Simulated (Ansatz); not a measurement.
# S_i (8-fold void) in La2PbS4 (I-42d): charge-transition levels and formation energies, part 2 of 2

Charge states of S_i (8-fold void) in La2PbS4 (I-42d), set against the band edges. Model: a cell of 56 host atoms with 1 S put in.

Ansatz; place-levels on PBEsol runs: charge-transition levels and formation energies with image-charge correction and potential alignment at the atomic sites.

So far. Step 3 (place-levels, PBEsol): Under PBEsol the gap is 2.10 eV, (+1/0) 0.38, (0/−1) 2.26 (outside the gap), (−1/−2) 1.42 eV; the steps are inverted, so the lowest state changes at (0/−2) 1.84 eV.

## (5) Levels against the band edges, r2SCAN

Level of this step: place-levels on r2SCAN runs: charge-transition levels and formation energies with image-charge correction and potential alignment at the atomic sites (Ansatz).

r2SCAN on the same structure is run to see how far the result rests on the functional, though not on the errors that semilocal functionals share; the sampling changes too, to one point at (¼, ¼, ¼), so differences hold both changes.

qm2.r2scan/input.yaml reads:

```yaml
crystal:
  checkpoint: "../qm2.relax.run"
  host: checkpoint
total_charge: -2
basis:
  ecutwfc: 500
  xc_grid: 2
hamiltonian:
  xc: r2scan
kpoints:
  mp_grid: { grid: [1, 1, 1], shift: [0.25, 0.25, 0.25] }
scf:
  occupations: { method: fermi_dirac, width: 0.01 }
  max_iter: 80
output:
  forces: true
  eigenvalues: true
  charged_corrections:
    epsilon: [9.97, 9.97, 9.65]
    static_epsilon: [38.65, 38.65, 35.03]
    defect_position: [0.502062, 0.372938, 0.877062]
checkpoint:
  write: "../qm2.r2scan.run"
  compress: false
  write_wavefunctions: false
  write_every: 100000
```

The job ended after 56 s (4 threads of Arm Neoverse V2, shared host; peak memory 3.4 GiB; 3.6 min of CPU time).

levels.r2scan.yaml reads:

```yaml
host:
  run: host.r2scan.run
  levels_from: { run: edges.r2scan.run }
states: [qm2.r2scan.run, qm1_M1.r2scan.run, q0.r2scan.run, qp1_M1.r2scan.run]
geometry_from:
  qm2.r2scan.run: qm2.relax.run
  qm1_M1.r2scan.run: qm1_M1.relax.run
  q0.r2scan.run: q0.relax.run
  qp1_M1.r2scan.run: qp1_M1.relax.run
  host.r2scan.run: host.relax.run
chemical_potentials:
  S:
    energy: -905.805179
    dataset: "<sha256 of the dataset>"
```

Started as:

```
$ ansatz place-levels levels.r2scan.yaml -- --threads 4 --pin off --max-ram 14131MiB
```

Numbers of over 12 decimals in the logs are rounded to 6 here.

The log of the run:

```text
(+1/0) 0.446 eV above the valence edge, 2.042 eV under the conduction edge
(0/-1) 2.553 eV above the valence edge, in the conduction band; not on the lower envelope
[...]
formation energy of charge +1: +1.592 eV with the Fermi level at the valence edge
formation energy of charge 0: +2.038 eV with the Fermi level at the valence edge
formation energy of charge -1: +4.591 eV with the Fermi level at the valence edge
formation energy of charge -2: +6.161 eV with the Fermi level at the valence edge
  edges by r2scan of host.levels_from (edges.r2scan.run), its mesh sampled to repeats of 37.56 Å (the valence edge +0.076 eV and the conduction edge -0.173 eV from those of the host's own run), gap 2.489 eV; the host is sampled to repeats of 12.26 Å
[... the lines on each state left out ...]
```

Run time: 0.23 s. Hardware: 4 threads.

Under r2SCAN the gap is 2.49 eV, (+1/0) 0.45, (0/−1) 2.55 (outside the gap), (−1/−2) 1.57 eV; the steps are inverted, so the lowest state changes at (0/−2) 2.06 eV.

## (6) Another choice

The levels are placed again with one choice changed, to see how much they rest on it.

levels.try0.yaml is levels.point.yaml with these lines changed:

```diff
-epsilon: [9.97, 9.97, 9.65]
-static_epsilon: [38.65, 38.65, 35.03]
+epsilon: 13.12
+static_epsilon: 49.75
```

Started as:

```
$ ansatz place-levels levels.try0.yaml -- --threads 4 --pin off --max-ram 14131MiB
```

The log of the run:

```text
(+1/0) 0.388 eV above the valence edge, 1.708 eV under the conduction edge
(0/-1) 2.250 eV above the valence edge, in the conduction band; not on the lower envelope
[...]
formation energy of charge +1: +0.960 eV with the Fermi level at the valence edge
formation energy of charge 0: +1.348 eV with the Fermi level at the valence edge
formation energy of charge -1: +3.598 eV with the Fermi level at the valence edge
formation energy of charge -2: +4.998 eV with the Fermi level at the valence edge
vertical -2 to 0: no energy, since no alignment is typed
vertical -1 to 0: no energy, since no alignment is typed
vertical +1 to 0: no energy, since no alignment is typed
[...]
[... the lines on each state left out ...]
```

The change: single dielectric constants in place of the tensors, a third over their means.

Levels in eV above the valence top; the changed ones are not the defect's:

```csv
,gap (eV),(+1/0),(0/−1),(−1/−2)
changed,2.10,0.39,2.25,1.40
as set up,2.10,0.38,2.26,1.42
```

The largest shift is 0.02 eV.

## (7) Side by side

Levels between neighbouring charges, in eV above each run's own valence top:

```csv
,gap (eV),(+1/0),(0/−1),(−1/−2),CPU time a state at this stage (restarts are quicker than cold starts)
"PBEsol, 2×2×2 shifted mesh",2.10,0.38,2.26,1.42,14 min
"r2SCAN on PBEsol structures, (¼, ¼, ¼)",2.49,0.45,2.55,1.57,7.2 min
```

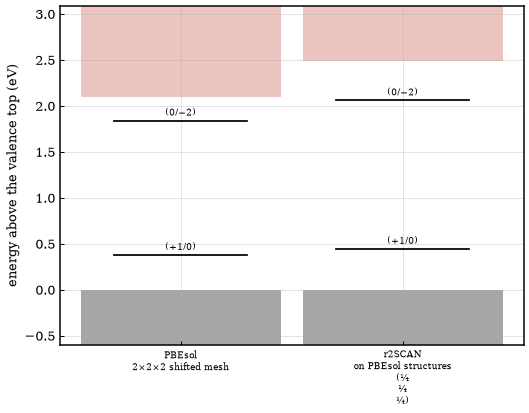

Levels between stable charges at each rung, each against its own band edges (shaded).

## (8) Results

```yaml
gap_of_the_host: 2.10 eV (PBEsol)
level_plus_1_over_0: 0.38 eV above the valence top
level_0_minus_1: 2.26 eV above the valence top, past the conduction bottom, not a change between lowest states
level_minus_1_minus_2: 1.42 eV above the valence top, not a change between lowest states
level_0_minus_2: 1.84 eV above the valence top
lowest_of_the_charges_placed_just_above_the_valence_top_0p02_ev: +1
lowest_of_the_charges_placed_just_below_the_conduction_bottom_0p02_ev: −2
lowest_formation_energy_at_mid_gap_of_the_charges_run_elemental_references: 1.35 eV
```

Of the charges placed (−2, −1, 0 and +1), the lowest changes at 0.38 eV (+1/0) and 1.84 eV (0/−2) above the valence top, in a gap of 2.10 eV. (0/−2) passes over charge −1, which lies 0.42 eV above the two there; a lower structure or spin state of it, if missed, would change that. Charges above +1 and below −2 were not placed, so these runs say nothing of levels that involve them. States placed: +1 at 1 μB; 0 at 0 μB; −1 at 1 μB; −2 at 0 μB. Other spin states or structures, where not listed, weren't placed. At charge 0 and +1 the atom put in ends up to 1.0 Å from its starting place, so the name tells the start alone and the levels can join different sites. Going from one point at (¼, ¼, ¼) to a 2×2×2 shifted mesh moves the levels that carry no band-filling term by up to 0.03 eV and formation energies against the elements by up to 0.02 eV. The program doubts the alignment of potentials for at least one state, a sign that the cell is small. What this leaves open: PBEsol makes the gap too small and tends to spread out bound carriers; spin–orbit coupling, which can matter with heavy atoms, is left out; force components of up to 0.10 eV/Å remain in a run at the final settings.

[Logs are printed without paths, hosts, clocks, repeated set-up lines and the standing remarks that a program may print on its own settings, such as how far it seeks lower states.]

[Hosts, paths, dates, database ids (printed as entryN), source tags and the programs' standing remarks are cut or masked in the printed files.]

[Where a table of states has a column of steps, it counts the stored structures, which are thinned; the runs took as many ionic steps or more.]

[A defect's name tells the site on which it was built; relaxed atoms can leave that site.]

[For some hosts the program warned that the k-mesh of the response run may be too coarse for force constants and the static dielectric constant; such warnings are not shown here.]
